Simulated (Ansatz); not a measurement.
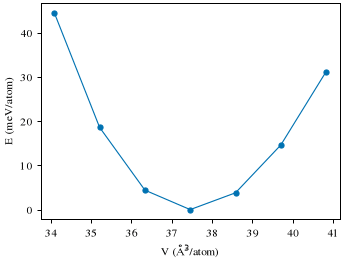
Figure: Sn in space group I4/mmm (No. 139; Sn on 8h) under volume change, plane-wave PAW r²SCAN (Ansatz code), shape and atoms relaxed at each volume.

### Question
What does a third-order Birch–Murnaghan fit give for V₀, B₀ and B′?

### Answer
V₀ = 37.47 Å³/atom, B₀ = 39.0 GPa, B′ = 4.8.

This is a known high-pressure phase of the composition, computed here at zero pressure and temperature. Symmetry was held in the r²SCAN relaxation; whether a distortion lowers the energy is not shown. The volume moved by 40 % from the start of the relaxation. Scalar-relativistic: spin–orbit coupling is off unless named, which matters more the heavier the elements.

Potentials: the later of the program's two PAW sets.
